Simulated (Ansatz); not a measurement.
**Nudged elastic band of C3H9ClSi (part 1 of 2)**

The run: nudged elastic band of C3H9ClSi. Method and program: UKS PBE0-D4/6-31G (Ansatz 0.2.0).

It belongs to a series of runs on one base structure; here: band between the two ends. Figures and captions count atoms from 1; the log counts them from 0 in places.

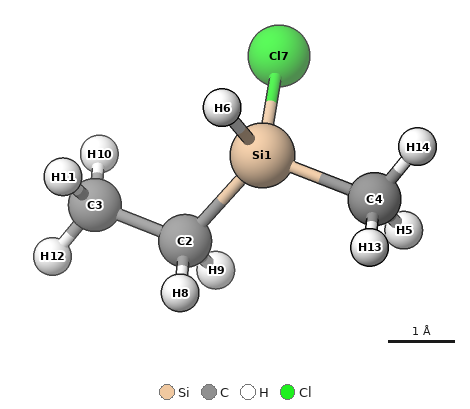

Figure 1. The starting structure (ball-and-stick view, seen at a tilt; atoms are numbered from 1 in the order of the input). Bond lengths as drawn: Cl–Si 2.20 Å, C–C 1.53 Å, C–H 1.09 to 1.10 Å, C–Si 1.89 to 1.90 Å and H–Si 1.50 Å.

Key numbers

| quantity | value |
| --- | --- |
| outcome | converged |
| barrier, forward | 4.515 eV |
| barrier, backward | 2.042 eV |
| hardware | 2 threads of Intel Xeon (Granite Rapids), 16 GiB of memory available, shared host |
| wall time | 5.6 min (CPU time 11 min) |
| peak memory | 0.32 GiB |

Notes

The order of the saddle point was not checked.

Input file
```yaml
crystal:
  periodic: [false, false, false]
  atoms:
    - { symbol: Si, position_ang: [0.187018, 0.452435, 0.723613] }
    - { symbol: C, position_ang: [-0.206159, -0.654598, -0.771861] }
    - { symbol: C, position_ang: [-1.363384, -1.627221, -0.526127] }
    - { symbol: C, position_ang: [1.608432, 1.667001, 0.424521] }
    - { symbol: H, position_ang: [1.401134, 2.289751, -0.451374] }
    - { symbol: H, position_ang: [0.39654, -0.367617, 1.96616] }
    - { symbol: Cl, position_ang: [-1.616929, 1.64087, 1.135608] }
    - { symbol: H, position_ang: [0.715562, -1.201135, -1.020351] }
    - { symbol: H, position_ang: [-0.423056, -0.003554, -1.62847] }
    - { symbol: H, position_ang: [-2.288268, -1.08805, -0.295562] }
    - { symbol: H, position_ang: [-1.150364, -2.298194, 0.313877] }
    - { symbol: H, position_ang: [-1.549208, -2.248308, -1.409226] }
    - { symbol: H, position_ang: [2.540311, 1.11603, 0.250118] }
    - { symbol: H, position_ang: [1.748373, 2.322588, 1.288977] }
magnetization:
  spin_polarized: true
basis:
  gaussian: { orbitals: "6-31G" }
hamiltonian:
  xc: pbe0
  dispersion: d4
neb:
  order_check: false
  images: 5
  f_tol: 0.05
  max_iterations: 60
  final_atoms:
    - { symbol: Si, position_ang: [0.28112406, 0.99064916, 1.9279812] }
    - { symbol: C, position_ang: [-0.22108915, -0.63084591, -1.74262155] }
    - { symbol: C, position_ang: [-0.9947248, -1.38601283, -0.66485615] }
    - { symbol: C, position_ang: [1.7145717, 1.65388715, 1.25466913] }
    - { symbol: H, position_ang: [0.41882203, 0.14417491, -1.30340908] }
    - { symbol: H, position_ang: [0.12422994, -0.21864685, 2.77712183] }
    - { symbol: Cl, position_ang: [-1.63489435, 1.91836407, 1.58550511] }
    - { symbol: H, position_ang: [0.42324963, -1.30694155, -2.31726283] }
    - { symbol: H, position_ang: [-0.90225545, -0.13997823, -2.447596] }
    - { symbol: H, position_ang: [-1.65902188, -0.71476372, -0.10754268] }
    - { symbol: H, position_ang: [-0.31618674, -1.86510392, 0.05193309] }
    - { symbol: H, position_ang: [-1.61931413, -2.1746047, -1.09997835] }
    - { symbol: H, position_ang: [2.67299577, 1.17877091, 1.43936234] }
    - { symbol: H, position_ang: [1.71249537, 2.5510495, 0.64659692] }
  initial_path:
    images:
      - { positions_ang: [[0.187018, 0.452435, 0.723613], [-0.206159, -0.654598, -0.771861], [-1.363384, -1.627221, -0.526127], [1.608432, 1.667001, 0.424521], [1.401134, 2.289751, -0.451374], [0.39654, -0.367617, 1.96616], [-1.616929, 1.64087, 1.135608], [0.715562, -1.201135, -1.020351], [-0.423056, -0.003554, -1.62847], [-2.288268, -1.08805, -0.295562], [-1.150364, -2.298194, 0.313877], [-1.549208, -2.248308, -1.409226], [2.540311, 1.11603, 0.250118], [1.748373, 2.322588, 1.288977]] }
      - { positions_ang: [[0.16130559, 0.49686763, 0.90247449], [-0.16472502, -0.55006932, -0.74463937], [-1.29265389, -1.57657466, -0.56444969], [1.57810582, 1.57971808, 0.39596522], [1.23767664, 1.74987193, -0.52388302], [0.29044118, -0.36521407, 2.09959366], [-1.58253987, 1.68599032, 1.26459059], [0.7470644, -1.09182638, -1.02475723], [-0.44558284, 0.11546013, -1.56261925], [-2.22472369, -1.08697982, -0.28882476], [-1.0418343, -2.28753875, 0.21977543], [-1.47324306, -2.13702994, -1.48114933], [2.53166898, 1.08968642, 0.34984236], [1.67904207, 2.37763642, 0.9579839]] }
      - { positions_ang: [[0.13559318, 0.54130026, 1.08133599], [-0.12329105, -0.44554063, -0.71741773], [-1.22192377, -1.52592832, -0.60277238], [1.54777963, 1.49243517, 0.36740944], [1.07421929, 1.20999286, -0.59639205], [0.18434237, -0.36281113, 2.23302732], [-1.54815074, 1.73111064, 1.39357319], [0.7785668, -0.98251775, -1.02916347], [-0.46810969, 0.23447425, -1.49676849], [-2.16117938, -1.08590963, -0.28208752], [-0.93330461, -2.2768835, 0.12567386], [-1.39727813, -2.02575188, -1.55307265], [2.52302696, 1.06334284, 0.44956671], [1.60971114, 2.43268484, 0.62699079]] }
      - { positions_ang: [[0.10988077, 0.58573289, 1.26019748], [-0.08185707, -0.34101195, -0.6901961], [-1.15119366, -1.47528199, -0.64109508], [1.51745345, 1.40515225, 0.33885367], [0.91076193, 0.67011379, -0.66890107], [0.07824355, -0.3604082, 2.36646098], [-1.51376161, 1.77623096, 1.52255578], [0.81006919, -0.87320913, -1.0335697], [-0.49063653, 0.35348838, -1.43091774], [-2.09763507, -1.08483945, -0.27535028], [-0.82477491, -2.26622825, 0.03157228], [-1.32131319, -1.91447382, -1.62499598], [2.51438494, 1.03699926, 0.54929107], [1.54038021, 2.48773326, 0.29599769]] }
      - { positions_ang: [[0.16696187, 0.72070498, 1.48279205], [-0.12826777, -0.43762327, -1.04100458], [-1.09903738, -1.4455256, -0.64901543], [1.58315953, 1.48806388, 0.64412549], [0.74678197, 0.49480083, -0.88040374], [0.09357235, -0.31315442, 2.50334793], [-1.55413919, 1.82360866, 1.54353889], [0.68112934, -1.0177866, -1.46146741], [-0.62784284, 0.18899951, -1.76981049], [-1.95143067, -0.96148087, -0.21941441], [-0.65524552, -2.13252014, 0.03835922], [-1.42064684, -2.00118411, -1.4499901], [2.56725522, 1.08425648, 0.8459815], [1.59775193, 2.50883867, 0.4128641]] }
      - { positions_ang: [[0.22404296, 0.85567707, 1.70538662], [-0.17467846, -0.53423459, -1.39181306], [-1.04688109, -1.41576922, -0.65693579], [1.64886561, 1.57097552, 0.94939731], [0.582802, 0.31948787, -1.09190641], [0.10890115, -0.26590063, 2.64023488], [-1.59451677, 1.87098637, 1.564522], [0.55218949, -1.16236407, -1.88936512], [-0.76504914, 0.02451064, -2.10870325], [-1.80522627, -0.83812229, -0.16347855], [-0.48571613, -1.99881203, 0.04514616], [-1.51998049, -2.08789441, -1.27498423], [2.62012549, 1.13151369, 1.14267192], [1.65512365, 2.52994408, 0.52973051]] }
      - { positions_ang: [[0.28112406, 0.99064916, 1.9279812], [-0.22108915, -0.63084591, -1.74262155], [-0.9947248, -1.38601283, -0.66485615], [1.7145717, 1.65388715, 1.25466913], [0.41882203, 0.14417491, -1.30340908], [0.12422994, -0.21864685, 2.77712183], [-1.63489435, 1.91836407, 1.58550511], [0.42324963, -1.30694155, -2.31726283], [-0.90225545, -0.13997823, -2.447596], [-1.65902188, -0.71476372, -0.10754268], [-0.31618674, -1.86510392, 0.05193309], [-1.61931413, -2.1746047, -1.09997835], [2.67299577, 1.17877091, 1.43936234], [1.71249537, 2.5510495, 0.64659692]] }
```

Launched with:
```bash
ansatz run input.yaml --threads 2 --pin off --max-ram 3072MiB --backend cpu --events-out ev --progress --plain --runs-dir out
```

Log
```
Engine: ansatz 0.2.0, x86_64-unknown-linux-gnu
Functional definition: PBE0
  parameter a = 0.25
  parameter kappa = 0.804
  parameter beta = 0.06672455060314922
  exchange = (1 - a)*pbe_x(kappa = kappa, mu = beta*pi^2/3) + a*exact_x
  correlation = pbe_c(beta = beta)
1014 factors; integrals over basis functions are off by at most 1.6e-4 eV
mean field evaluation 1: about -23638.9434 eV, gradient 3.7e1 eV
mean field evaluation 2: about -23637.5494 eV, gradient 3.9e1 eV
mean field evaluation 4: about -23645.6666 eV, gradient 1.1e0 eV
mean field evaluation 8: about -23645.6608 eV, gradient 1.4e-2 eV
mean field -23645.66084255 eV, -868.9620083592 hartree, gradient 2.8e-5 eV, S^2 0.000000; 0 other end points of the search recorded, 0 dependent functions left out
the calculation of the forces begins
reference -23645.66086495 eV, -868.9620091824 hartree; 29, 29 occupied and 42, 42 virtual orbitals, 1014 factors
1014 factors; integrals over basis functions are off by at most 2.0e-4 eV
mean field evaluation 16: about -23619.7413 eV, gradient 5.8e1 eV
mean field evaluation 32: about -23642.0098 eV, gradient 4.5e0 eV
mean field -23643.21614795 eV, -868.8721674898 hartree, gradient 4.3e-5 eV, S^2 0.000000; 1 other end points of the search recorded, 0 dependent functions left out
[... from here on the field's lines of each further geometry are left out, up to the last ...]
NEB iter   1: max|band force component| = 5.547e0 eV/Å  barrier→ = 6.2035 eV  barrier← = 3.7307 eV  Δτ_max = 0.2000 Å  (332 SCF iters)
NEB iter   2: max|band force component| = 2.181e0 eV/Å  barrier→ = 3.8612 eV  barrier← = 1.3885 eV  Δτ_max = 0.2000 Å  (184 SCF iters)
NEB iter   3: max|band force component| = 1.341e0 eV/Å  barrier→ = 3.6702 eV  barrier← = 1.1974 eV  Δτ_max = 0.2000 Å  (143 SCF iters)
NEB iter   4: max|band force component| = 7.506e-1 eV/Å  barrier→ = 3.5662 eV  barrier← = 1.0934 eV  Δτ_max = 0.1742 Å  (148 SCF iters)
NEB iter   5: max|band force component| = 6.826e-1 eV/Å  barrier→ = 3.2397 eV  barrier← = 0.7669 eV  Δτ_max = 0.0704 Å  (143 SCF iters)
NEB iter   6: max|band force component| = 3.072e0 eV/Å  barrier→ = 3.2296 eV  barrier← = 0.7568 eV  CI = image 3  Δτ_max = 0.2000 Å  (145 SCF iters)
NEB iter   7: max|band force component| = 1.686e0 eV/Å  barrier→ = 3.2403 eV  barrier← = 0.7675 eV  CI = image 4  Δτ_max = 0.1947 Å  (138 SCF iters)
NEB iter   8: max|band force component| = 1.466e0 eV/Å  barrier→ = 3.3585 eV  barrier← = 0.8857 eV  CI = image 4  Δτ_max = 0.1964 Å  (141 SCF iters)
NEB iter   9: max|band force component| = 2.002e0 eV/Å  barrier→ = 3.3916 eV  barrier← = 0.9189 eV  CI = image 3  Δτ_max = 0.2000 Å  (146 SCF iters)
NEB iter  10: max|band force component| = 1.387e0 eV/Å  barrier→ = 3.3636 eV  barrier← = 0.8908 eV  CI = image 4  Δτ_max = 0.1983 Å  (145 SCF iters)
NEB iter  11: max|band force component| = 2.147e0 eV/Å  barrier→ = 3.5530 eV  barrier← = 1.0802 eV  CI = image 3  Δτ_max = 0.2000 Å  (146 SCF iters)
NEB iter  12: max|band force component| = 1.478e0 eV/Å  barrier→ = 3.2387 eV  barrier← = 0.7659 eV  CI = image 4  Δτ_max = 0.1971 Å  (142 SCF iters)
NEB iter  13: max|band force component| = 3.160e0 eV/Å  barrier→ = 3.5844 eV  barrier← = 1.1117 eV  CI = image 3  Δτ_max = 0.1041 Å  (158 SCF iters)
NEB iter  14: max|band force component| = 2.375e0 eV/Å  barrier→ = 3.3331 eV  barrier← = 0.8603 eV  CI = image 3  Δτ_max = 0.2000 Å  (143 SCF iters)
NEB iter  15: max|band force component| = 3.117e0 eV/Å  barrier→ = 3.3260 eV  barrier← = 0.8532 eV  CI = image 3  Δτ_max = 0.2000 Å  (141 SCF iters)
NEB iter  16: max|band force component| = 2.791e0 eV/Å  barrier→ = 4.8216 eV  barrier← = 2.3488 eV  CI = image 3  Δτ_max = 0.2000 Å  (148 SCF iters)
NEB iter  17: max|band force component| = 2.065e0 eV/Å  barrier→ = 5.2833 eV  barrier← = 2.8105 eV  CI = image 3  Δτ_max = 0.1953 Å  (151 SCF iters)
NEB iter  18: max|band force component| = 1.215e0 eV/Å  barrier→ = 4.9573 eV  barrier← = 2.4845 eV  CI = image 3  Δτ_max = 0.1947 Å  (144 SCF iters)
NEB iter  19: max|band force component| = 9.037e-1 eV/Å  barrier→ = 4.7895 eV  barrier← = 2.3167 eV  CI = image 3  Δτ_max = 0.1996 Å  (143 SCF iters)
NEB iter  20: max|band force component| = 7.281e-1 eV/Å  barrier→ = 4.6723 eV  barrier← = 2.1995 eV  CI = image 3  Δτ_max = 0.2000 Å  (141 SCF iters)
NEB iter  21: max|band force component| = 5.054e-1 eV/Å  barrier→ = 4.6052 eV  barrier← = 2.1324 eV  CI = image 3  Δτ_max = 0.1765 Å  (142 SCF iters)
NEB iter  22: max|band force component| = 4.377e-1 eV/Å  barrier→ = 4.5649 eV  barrier← = 2.0921 eV  CI = image 3  Δτ_max = 0.1246 Å  (142 SCF iters)
NEB iter  23: max|band force component| = 2.748e-1 eV/Å  barrier→ = 4.5387 eV  barrier← = 2.0659 eV  CI = image 3  Δτ_max = 0.0974 Å  (140 SCF iters)
NEB iter  24: max|band force component| = 1.643e-1 eV/Å  barrier→ = 4.5252 eV  barrier← = 2.0524 eV  CI = image 3  Δτ_max = 0.0972 Å  (138 SCF iters)
NEB iter  25: max|band force component| = 8.990e-2 eV/Å  barrier→ = 4.5210 eV  barrier← = 2.0482 eV  CI = image 3  Δτ_max = 0.1410 Å  (138 SCF iters)
NEB iter  26: max|band force component| = 8.262e-2 eV/Å  barrier→ = 4.5189 eV  barrier← = 2.0462 eV  CI = image 3  Δτ_max = 0.0704 Å  (132 SCF iters)
NEB iter  27: max|band force component| = 8.255e-2 eV/Å  barrier→ = 4.5175 eV  barrier← = 2.0447 eV  CI = image 3  Δτ_max = 0.0704 Å  (135 SCF iters)
NEB iter  28: max|band force component| = 9.100e-2 eV/Å  barrier→ = 4.5163 eV  barrier← = 2.0436 eV  CI = image 3  Δτ_max = 0.0354 Å  (134 SCF iters)
NEB iter  29: max|band force component| = 7.065e-2 eV/Å  barrier→ = 4.5157 eV  barrier← = 2.0429 eV  CI = image 3  Δτ_max = 0.0351 Å  (131 SCF iters)
NEB iter  30: max|band force component| = 9.378e-2 eV/Å  barrier→ = 4.5154 eV  barrier← = 2.0426 eV  CI = image 3  Δτ_max = 0.0176 Å  (133 SCF iters)
the calculation of the forces begins
reference -23643.20449565 eV, -868.8717392756 hartree; 29, 29 occupied and 42, 42 virtual orbitals, 1014 factors
1014 factors; integrals over basis functions are off by at most 1.9e-4 eV
mean field evaluation 1248: about -23641.1390 eV, gradient 2.6e-4 eV
mean field -23641.13896450 eV, -868.7958324057 hartree, gradient 7.8e-6 eV, S^2 0.000000; 1 other end points of the search recorded, 0 dependent functions left out
the calculation of the forces begins
reference -23641.13898816 eV, -868.7958332754 hartree; 29, 29 occupied and 42, 42 virtual orbitals, 1014 factors
NEB iter  31: max|band force component| = 3.180e-2 eV/Å  barrier→ = 4.5151 eV  barrier← = 2.0423 eV  CI = image 3  Δτ_max = 0.0000 Å  (290 SCF iters)
```
